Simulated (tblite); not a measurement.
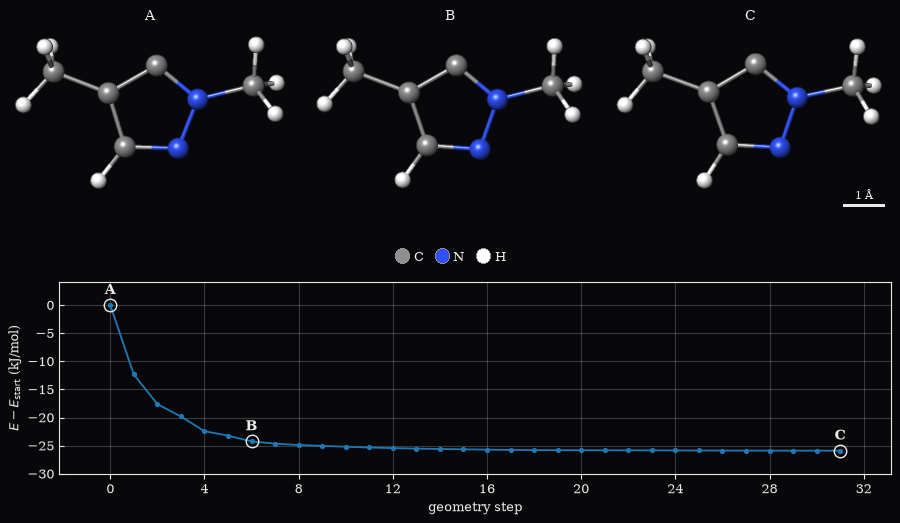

Frames of a relaxation of C$_{5}$H$_{7}$N$_{2}$ (multiplicity 2), marked on the history of the run. A ball-and-stick model, seen face on.

Computed with GFN2-xTB geometry optimisation, gas phase in tblite. 

**What happens along the run?**

The largest move after the best rigid fit is that of an H atom, 0.15 Å. By element the largest moves are H 0.15 Å, C 0.08 Å, N 0.06 Å. Among the contacts that change: C–H 1.130 → 1.089 Å, C–C 1.403 → 1.380 Å, C–H 1.113 → 1.093 Å, C–C 1.472 → 1.486 Å. Among the angles between lasting bonds that change: N–C–H 126.7° → 120.0°, C–N–N 126.0° → 121.4°, N–C–H 113.7° → 109.1°. The energy falls by 25.9 kJ/mol in 31 geometry steps. From step 0 to 6: an H atom moves most (0.11 Å), energy −24.2 kJ/mol. From step 6 to 31: an H atom moves most (0.07 Å), energy −1.65 kJ/mol.
